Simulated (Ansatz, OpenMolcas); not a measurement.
# Swapping H for OH on Si: the atomisation energy

On one Si centre, n of the H ligands are replaced by OH. The atomisation energy (no zero-point term) y in kJ/mol at B3LYP/6-31G* (Cartesian functions). Shapes: PBE0-D4/def2-TZVP. Flexible molecules stand in one conformer, not always the lowest. Programs: Ansatz 0.2.0, OpenMolcas 26.06. A level may come from different programs for different species; with the same settings they agree closely.

```
 molecule  n  y (kJ/mol)
     SiH4  0        1341
 SiH3(OH)  1        1862
SiH2(OH)2  2           ?
 SiH(OH)3  3        2982
  Si(OH)4  4        3548
```

**Question.** Fit y = c + s·n to the known rows and predict SiH2(OH)2.

**Answer.** 
1. Means of the 4 rows: n = 2.00000, y = 2433.2.
2. Σ(Δn)² = 10, Σ(Δn·Δy) = 5534, so the slope is 5534/10 = 553.4.
3. Intercept: 2433.2 − (553.4) × 2.00000 = 1326.4. The largest residual of the fit is 18.
4. SiH2(OH)2: 1326.4 + (553.4) × 2 = 2433 kJ/mol.

The run gave 2420 kJ/mol, so the prediction is off by +13 kJ/mol, within the largest residual. The steps per swap are +521, +558, +562, +566 kJ/mol. The slope is the difference between a Si–OH and a Si–H bond with the ligands’ own bonds. Other levels give for SiH2(OH)2: HF/3-21G 1499 kJ/mol.

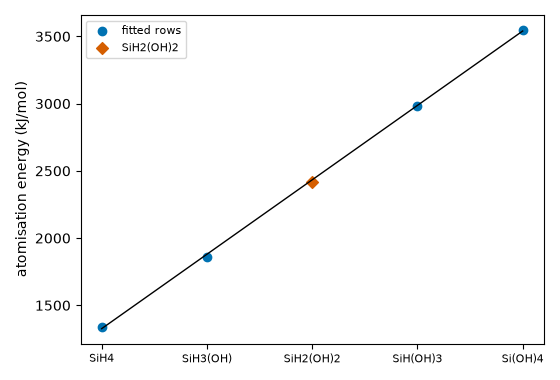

The fitted line, with the withheld member.
